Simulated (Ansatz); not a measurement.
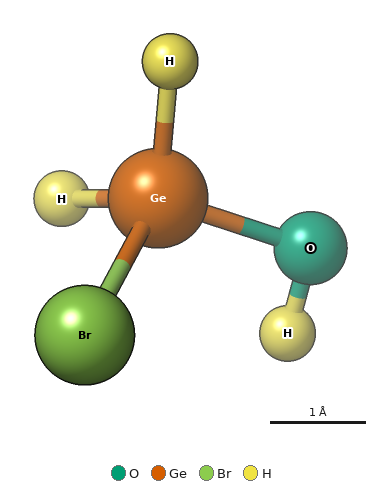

Fig. 1: The input geometry (ball-and-stick view, seen at a tilt). Sticks mark near contacts. Bond lengths as drawn: Br–Ge 2.35 Å, Ge–H 1.55 to 1.57 Å, Ge–O 1.80 Å and H–O 0.99 Å.

# Geometry relaxation, with input and output: GeH$_{3}$BrO

- system: GeH$_{3}$BrO
- method: RKS PBE0-D4/def2-mTZVP (Ansatz 0.2.0)

It belongs to a series of runs on one base structure; here: end point A relaxed.

### Input
```yaml
crystal:
  periodic: [false, false, false]
  atoms:
    - { symbol: O, position_ang: [-0.5575, -1.3905, 0.1413] }
    - { symbol: Ge, position_ang: [0.3161, 0.1819, 0.1628] }
    - { symbol: Br, position_ang: [-1.176, 1.9843, -0.0648] }
    - { symbol: H, position_ang: [-0.959, -1.3468, -0.7674] }
    - { symbol: H, position_ang: [1.3368, 0.1943, -1.0256] }
    - { symbol: H, position_ang: [1.0817, 0.3128, 1.5074] }
basis:
  gaussian: { orbitals: def2-mTZVP }
hamiltonian:
  xc: pbe0
  dispersion: d4
relax:
  f_tol: 0.02
  max_steps: 50
output:
  orbitals: {}
```

Machine: 2 threads of Intel Xeon @ 2.50GHz (Skylake/Cascade Lake), 16 GiB of memory available, shared host.

Run as:
```bash
ansatz run input.yaml --threads 2 --pin off --max-ram 3072MiB --backend cpu --events-out ev --progress --plain --runs-dir out
```

### What the program printed
```
The last accepted step is kept in [file] (removed where the run ends without a failure and the disk answers)
Engine: ansatz 0.2.0, x86_64-unknown-linux-gnu
Functional definition: PBE0
  parameter a = 0.25
  parameter kappa = 0.804
  parameter beta = 0.06672455060314922
  exchange = (1 - a)*pbe_x(kappa = kappa, mu = beta*pi^2/3) + a*exact_x
  correlation = pbe_c(beta = beta)
1049 factors; integrals over basis functions are off by at most 5.0e-4 eV
mean field evaluation 1: about -128640.5718 eV, gradient 5.4e1 eV
mean field evaluation 2: about -128622.6219 eV, gradient 1.1e2 eV
mean field evaluation 4: about -128645.1308 eV, gradient 5.6e0 eV
mean field evaluation 8: about -128645.1880 eV, gradient 8.3e-2 eV
mean field evaluation 16: about -128645.1880 eV, gradient 1.4e-5 eV
mean field -128645.18800128 eV, -4727.6234602068 hartree, gradient 1.4e-5 eV, S^2 0.000000; 0 other end points of the search recorded, 0 dependent functions left out
the calculation of the forces begins
reference -128645.18802742 eV, -4727.6234611675 hartree; 39, 39 occupied and 66, 66 virtual orbitals, 1049 factors
relax step   1: F+E_penalty+E_count = -128645.28322279 eV  Δ(F+E_penalty+E_count) = +0.000e0 eV  max|allowed force component| = 1.464e0 eV/Å  Δτ_max = 0.0000 Å  (26 SCF iters, accepted)
these checks for a lower state are left out or cut short: starts, cluster_reference, orbital_swaps, neighbouring_geometries, increment
1049 factors; integrals over basis functions are off by at most 5.3e-4 eV
mean field -128645.24049150 eV, -4727.6253891868 hartree, gradient 1.0e-5 eV, S^2 0.000000; 0 other end points of the search recorded, 0 dependent functions left out
the calculation of the forces begins
reference -128645.24051756 eV, -4727.6253901444 hartree; 39, 39 occupied and 66, 66 virtual orbitals, 1049 factors
relax step   2: F+E_penalty+E_count = -128645.33792338 eV  Δ(F+E_penalty+E_count) = -5.470e-2 eV  max|allowed force component| = 1.281e0 eV/Å  Δτ_max = 0.1235 Å  (29 SCF iters, accepted)
these checks for a lower state are left out or cut short: starts, cluster_reference, orbital_swaps, neighbouring_geometries, increment
1049 factors; integrals over basis functions are off by at most 5.1e-4 eV
mean field -128645.28050481 eV, -4727.6268596488 hartree, gradient 1.5e-5 eV, S^2 0.000000; 0 other end points of the search recorded, 0 dependent functions left out
the calculation of the forces begins
reference -128645.28053092 eV, -4727.6268606084 hartree; 39, 39 occupied and 66, 66 virtual orbitals, 1049 factors
relax step   3: F+E_penalty+E_count = -128645.37694484 eV  Δ(F+E_penalty+E_count) = -3.902e-2 eV  max|allowed force component| = 1.425e0 eV/Å  Δτ_max = 0.0900 Å  (29 SCF iters, accepted)
these checks for a lower state are left out or cut short: starts, cluster_reference, orbital_swaps, neighbouring_geometries, increment
1049 factors; integrals over basis functions are off by at most 5.2e-4 eV
mean field evaluation 32: about -128645.2133 eV, gradient 5.5e-1 eV
mean field -128645.22759068 eV, -4727.6249150903 hartree, gradient 1.7e-5 eV, S^2 0.000000; 0 other end points of the search recorded, 0 dependent functions left out
the calculation of the forces begins
reference -128645.22761679 eV, -4727.6249160499 hartree; 39, 39 occupied and 66, 66 virtual orbitals, 1049 factors
relax step   4: F+E_penalty+E_count = -128645.32450963 eV  Δ(F+E_penalty+E_count) = +5.244e-2 eV  max|allowed force component| = 1.826e0 eV/Å  Δτ_max = 0.2000 Å  (28 SCF iters, rejected (line search))
these checks for a lower state are left out or cut short: starts, cluster_reference, orbital_swaps, neighbouring_geometries, increment
1049 factors; integrals over basis functions are off by at most 5.2e-4 eV
mean field -128645.33534115 eV, -4727.6288748470 hartree, gradient 8.7e-6 eV, S^2 0.000000; 0 other end points of the search recorded, 0 dependent functions left out
the calculation of the forces begins
reference -128645.33536737 eV, -4727.6288758105 hartree; 39, 39 occupied and 66, 66 virtual orbitals, 1049 factors
relax step   5: F+E_penalty+E_count = -128645.43176715 eV  Δ(F+E_penalty+E_count) = -5.482e-2 eV  max|allowed force component| = 5.901e-1 eV/Å  Δτ_max = 0.1000 Å  (29 SCF iters, accepted)
these checks for a lower state are left out or cut short: starts, cluster_reference, orbital_swaps, neighbouring_geometries, increment
1049 factors; integrals over basis functions are off by at most 5.3e-4 eV
mean field -128645.34190607 eV, -4727.6291161034 hartree, gradient 6.9e-6 eV, S^2 0.000000; 0 other end points of the search recorded, 0 dependent functions left out
the calculation of the forces begins
reference -128645.34193226 eV, -4727.6291170659 hartree; 39, 39 occupied and 66, 66 virtual orbitals, 1049 factors
relax step   6: F+E_penalty+E_count = -128645.43821818 eV  Δ(F+E_penalty+E_count) = -6.451e-3 eV  max|allowed force component| = 1.242e-1 eV/Å  Δτ_max = 0.0309 Å  (30 SCF iters, accepted)
these checks for a lower state are left out or cut short: starts, cluster_reference, orbital_swaps, neighbouring_geometries, increment
1049 factors; integrals over basis functions are off by at most 5.3e-4 eV
mean field -128645.34262605 eV, -4727.6291425621 hartree, gradient 6.9e-6 eV, S^2 0.000000; 0 other end points of the search recorded, 0 dependent functions left out
the calculation of the forces begins
reference -128645.34265223 eV, -4727.6291435244 hartree; 39, 39 occupied and 66, 66 virtual orbitals, 1049 factors
relax step   7: F+E_penalty+E_count = -128645.43896147 eV  Δ(F+E_penalty+E_count) = -7.433e-4 eV  max|allowed force component| = 1.546e-2 eV/Å  Δτ_max = 0.0176 Å  (31 SCF iters, accepted)
1049 factors; integrals over basis functions are off by at most 5.3e-4 eV
mean field evaluation 64: about -128645.2979 eV, gradient 5.0e0 eV
```

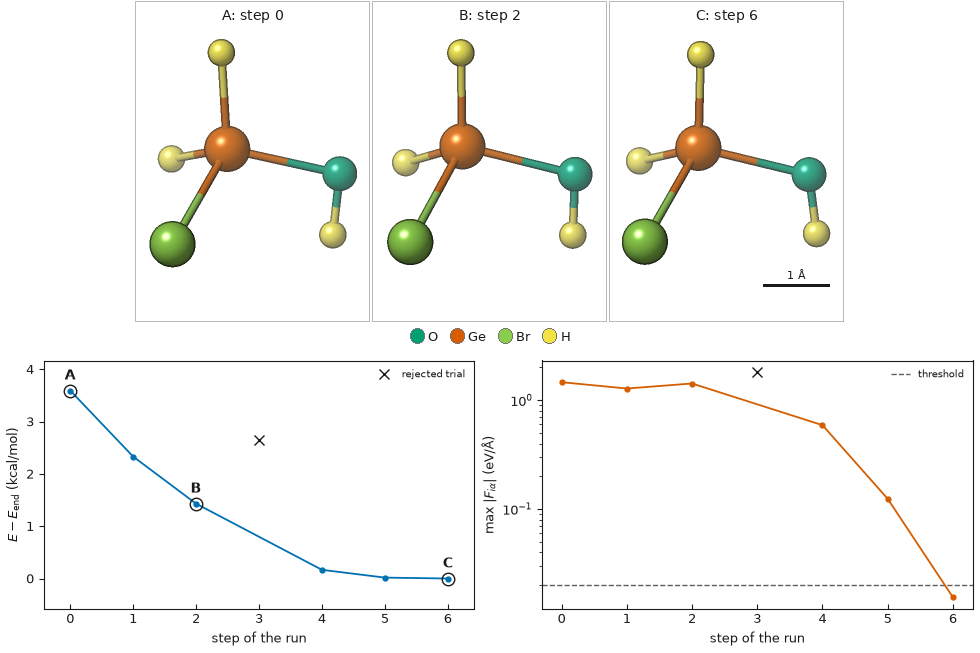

Fig. 2: Frames of the relaxation (ball-and-stick view, seen at a tilt) above the curves, on which the letters mark them (the first geometry is step 0 here and step 1 in the log).

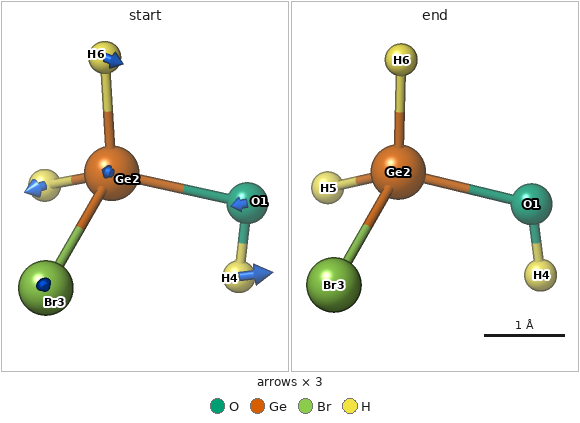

Fig. 3: Before (left) and after (right) the relaxation, at one scale (ball-and-stick view, seen at a tilt). The blue arrows give the displacements, magnified 3 times. After 6 geometry steps the energy has fallen by 3.59 kcal/mol. The largest force component goes from 1.5 to 0.015 eV/Å. The line search rejected the trial step at point 3 (counted from 0) and went back. H4 moves most after the best rigid fit: 0.15 Å. By element the largest moves are H 0.15 Å, O 0.07 Å, Br 0.07 Å, Ge 0.06 Å. Among the contacts that change: Ge2–Br3 2.351 → 2.315 Å, Ge2–H5 1.567 → 1.535 Å, O1–H4 0.994 → 0.963 Å, O1–Ge2 1.799 → 1.769 Å. Among the angles that change: Ge2–O1–H4 99.7° → 113.3°, H5–Ge2–H6 109.6° → 115.5°, O1–Ge2–H6 108.9° → 105.3°. (Atoms are counted from 1 in the order of the input.)

```
mean field -128645.34262605 eV, -4727.6291425621 hartree, gradient 6.9e-6 eV, S^2 0.000000; 1 other end points of the search recorded, 0 dependent functions left out
the calculation of the forces begins
reference -128645.34265223 eV, -4727.6291435244 hartree; 39, 39 occupied and 66, 66 virtual orbitals, 1049 factors
Total energy: -128645.43898765 eV, -4727.6326837858 hartree
Atom 0 at    -0.536193    -1.324105     0.116867 Å, force     0.009032    -0.004303     0.014669 eV/Å
Atom 1 at     0.365760     0.198013     0.140578 Å, force    -0.003516     0.008746     0.004326 eV/Å
Atom 2 at    -1.109518     1.969120    -0.079092 Å, force     0.002568     0.000774    -0.001592 eV/Å
Atom 3 at    -1.024502    -1.465005    -0.701531 Å, force    -0.015458    -0.008069    -0.015107 eV/Å
Atom 4 at     1.334553     0.295499    -1.046056 Å, force     0.005594     0.004243    -0.001777 eV/Å
Atom 5 at     1.012000     0.262477     1.522935 Å, force     0.001781    -0.001392    -0.000519 eV/Å
Dipole moment:     0.248014    -0.143428    -0.198824 e Å
```

### Trajectory as extended XYZ (Å, eV, eV/Å), 7 frames, from step=1 to step=7
```
6
Properties=species:S:1:pos:R:3:forces:R:3 step=1 energy=-128645.28322
O    -0.5575   -1.3905    0.1413   -0.2867   1.1126  -1.4644
Ge    0.3161    0.1819    0.1628    0.6232  -0.0404   0.2935
Br   -1.1760    1.9843   -0.0648    0.3384  -0.4824   0.0142
H    -0.9590   -1.3468   -0.7674    0.1786  -0.6862   1.1732
H     1.3368    0.1943   -1.0256   -0.4689   0.1367   0.2091
H     1.0817    0.3128    1.5074   -0.3847  -0.0402  -0.2256
6
Properties=species:S:1:pos:R:3:forces:R:3 step=2 energy=-128645.33792
O    -0.6374   -1.2989    0.1630    0.3897   0.3700  -1.2813
Ge    0.4024    0.1721    0.1702   -0.4872  -0.3063   0.0417
Br   -1.1137    1.8856   -0.0714   -0.1001   0.3602  -0.0121
H    -0.9405   -1.3962   -0.7747    0.1458  -0.1371   1.1650
H     1.2904    0.2667   -1.0955    0.0127  -0.1487   0.3211
H     1.0409    0.3067    1.5621    0.0390  -0.1382  -0.2344
6
Properties=species:S:1:pos:R:3:forces:R:3 step=3 energy=-128645.37694
O    -0.5671   -1.3524    0.1457   -0.1547   0.6937  -1.4247
Ge    0.3704    0.1844    0.1654   -0.1564  -0.3794   0.0681
Br   -1.1248    1.9344   -0.0768    0.0099   0.0256   0.0039
H    -0.9821   -1.3842   -0.7587    0.3961  -0.2684   1.3077
H     1.3049    0.2511   -1.0621   -0.0498  -0.0047   0.1611
H     1.0408    0.3028    1.5402   -0.0450  -0.0669  -0.1162
6
Properties=species:S:1:pos:R:3:forces:R:3 step=4 energy=-128645.32451 accepted=F
O    -0.4937   -1.2714    0.0364    0.6417  -0.9665   1.8258
Ge    0.3744    0.2100    0.1372    0.2638   0.8085  -0.2944
Br   -1.1226    1.9590   -0.0815    0.0070   0.1005   0.0101
H    -1.0863   -1.5056   -0.6386   -1.1100  -0.0960  -1.5484
H     1.3635    0.2964   -1.0171    0.1821   0.1580  -0.1683
H     1.0069    0.2476    1.5172    0.0154  -0.0045   0.1752
6
Properties=species:S:1:pos:R:3:forces:R:3 step=5 energy=-128645.43177
O    -0.5266   -1.3259    0.1092   -0.3478  -0.0859  -0.4948
Ge    0.3724    0.2009    0.1506   -0.0860  -0.1074  -0.1074
Br   -1.1170    1.9558   -0.0798   -0.0028   0.0373   0.0046
H    -1.0399   -1.4521   -0.7135    0.3879   0.1221   0.5901
H     1.3314    0.2805   -1.0428    0.0544   0.0574  -0.0077
H     1.0219    0.2768    1.5299   -0.0057  -0.0235   0.0151
6
Properties=species:S:1:pos:R:3:forces:R:3 step=6 energy=-128645.43822
O    -0.5318   -1.3272    0.1178    0.0378   0.0327  -0.0177
Ge    0.3685    0.1973    0.1310   -0.0189  -0.0007   0.1242
Br   -1.1104    1.9665   -0.0797    0.0029  -0.0044  -0.0190
H    -1.0369   -1.4644   -0.6904   -0.0305  -0.0217  -0.0369
H     1.3481    0.3065   -1.0443   -0.0066  -0.0156  -0.0312
H     1.0046    0.2573    1.5194    0.0153   0.0097  -0.0194
6
Properties=species:S:1:pos:R:3:forces:R:3 step=7 energy=-128645.43896
O    -0.5362   -1.3241    0.1169    0.0090  -0.0043   0.0147
Ge    0.3658    0.1980    0.1406   -0.0035   0.0087   0.0043
Br   -1.1095    1.9691   -0.0791    0.0026   0.0008  -0.0016
H    -1.0245   -1.4650   -0.7015   -0.0155  -0.0081  -0.0151
H     1.3346    0.2955   -1.0461    0.0056   0.0042  -0.0018
H     1.0120    0.2625    1.5229    0.0018  -0.0014  -0.0005
```

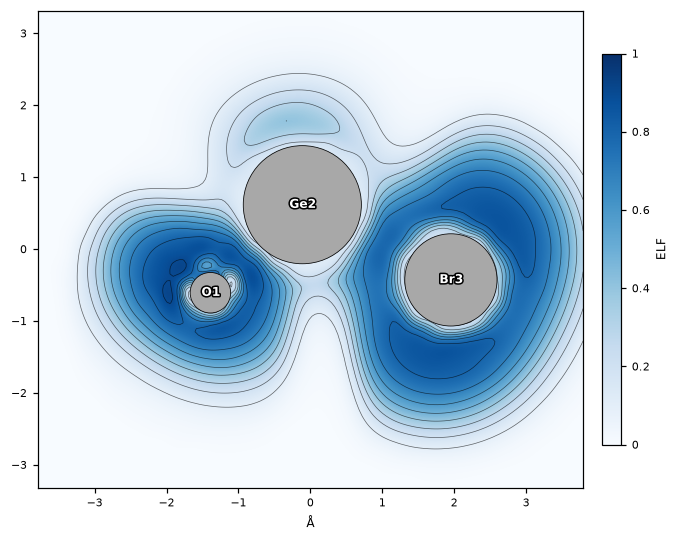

Fig. 4: Electron localisation function on the plane of atoms O1, Ge2 and Br3. Grey discs, where drawn, cover atomic cores. Atoms in the plane: O, Ge and Br. Ge–O (1.77 Å): the ELF peaks at about 0.85 in the valence shell of O, 0.6 Å from its nucleus, and is about 0.35 at the midpoint. Ge–Br (2.32 Å): the ELF peaks at about 0.80 in the valence shell of Br, 1.0 Å from its nucleus, and is about 0.75 at the midpoint.

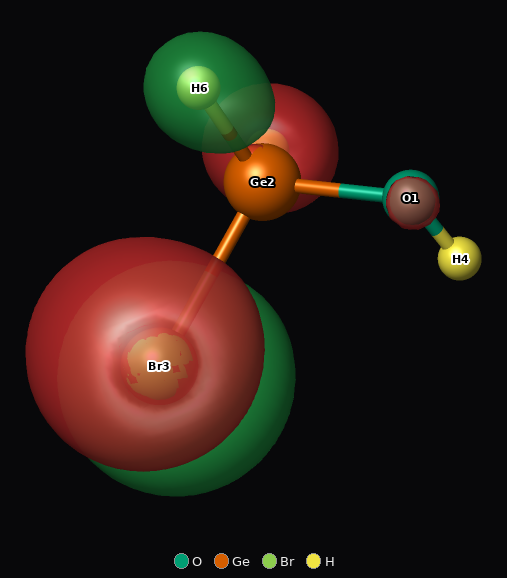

Fig. 5: One frontier orbital at ±0.1 Å⁻³ᐟ² (green and red are the two phases), seen face on. The HOMO, at −8.34 eV.

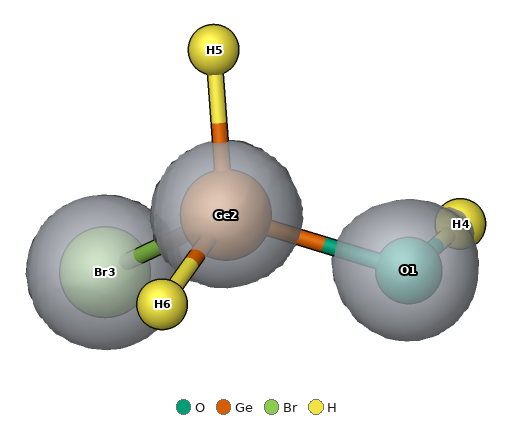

Fig. 6: Isosurface of the total electron density at 1.5 e/Å³ (grey), seen from the side. At this value the surface falls into five separate pieces. It is pinched off along the Ge–O (1.77 Å), Ge–Br (2.32 Å) and Ge–H (1.53 Å) contacts. On the grid the lowest density along these lines, outside the cores, is 0.97 e/Å³ (Ge–O, 1.77 Å), 0.6 e/Å³ (Ge–Br, 2.32 Å), 2.3 e/Å³ (O–H, 0.96 Å) and 0.9 e/Å³ (Ge–H, 1.53 Å).

### Results in brief

| quantity | value |
| --- | --- |
| outcome | converged |
| total energy | −128645.4390 eV |
| mean-field energy | −128645.3427 eV |
| largest force (length of the vector) at the end | 0.023 eV/Å |
| wall time | 24 s (CPU time 45 s) |
| peak memory | 0.27 GiB |
